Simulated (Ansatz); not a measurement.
Ligand exchange: C2H3Cl3 + GeH(CH3)Cl2 → C2H4Cl2 + Ge(CH3)Cl3

Species: C2H3Cl3 (1,1,2-trichloroethane) `ClCC(Cl)Cl`, singlet; GeH(CH3)Cl2, singlet; C2H4Cl2 (1,1-dichloroethane) `CC(Cl)Cl`, singlet; Ge(CH3)Cl3 (trichloro(methyl)germane), singlet. The partners trade Cl for H: C–Cl and Ge–H bonds give way to C–H and Ge–Cl.

Shapes, held fixed at every level: PBE0-D4/def2-TZVP. Flexible molecules stand in one conformer, not always the lowest. Programs: Ansatz 0.2.0. The zero-point and thermal change to 298 K, harmonic and unscaled (PBE0-D4/def2-TZVP), is +6.9 kJ/mol.

| level | kind | ΔH(298 K) (kJ/mol) | less CCSD(T)/def2-TZVPP |
| --- | --- | --- | --- |
| SPW92/def2-TZVPP | LDA | -131.2 | +9.6 |
| wB97M-V/def2-TZVPP | range-separated hybrid | -141.1 | -0.3 |
| B2PLYP/def2-TZVPP | double hybrid | -142.7 | -1.9 |
| MP2/def2-SVP | perturbation theory | -145.8 | -5.0 |
| MP2/def2-TZVPP | perturbation theory | -145.1 | -4.3 |
| CCSD/def2-TZVPP | coupled cluster or CI | -141.5 | -0.7 |
| CCSD(T)/def2-TZVPP | coupled cluster or CI | -140.8 | 0.0 |

The highest level, CCSD(T)/def2-TZVPP, gives ΔH(298 K) = -140.8 kJ/mol; the levels span -145.8 to -131.2. The column of differences is taken from that level and isn't an error. No measured value is set beside it here. Relativity is left out for Ge. Outer-core shells of Ge are correlated, in sets that cover them unevenly.

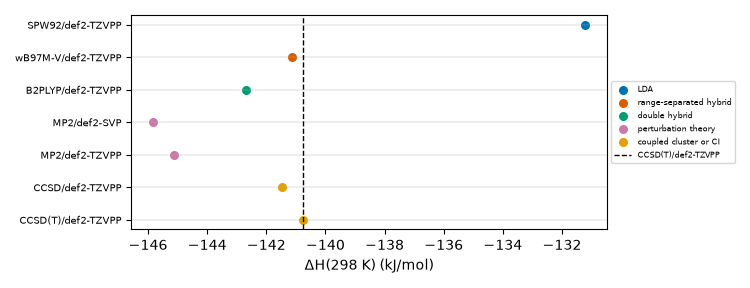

The values of the table, level by level.
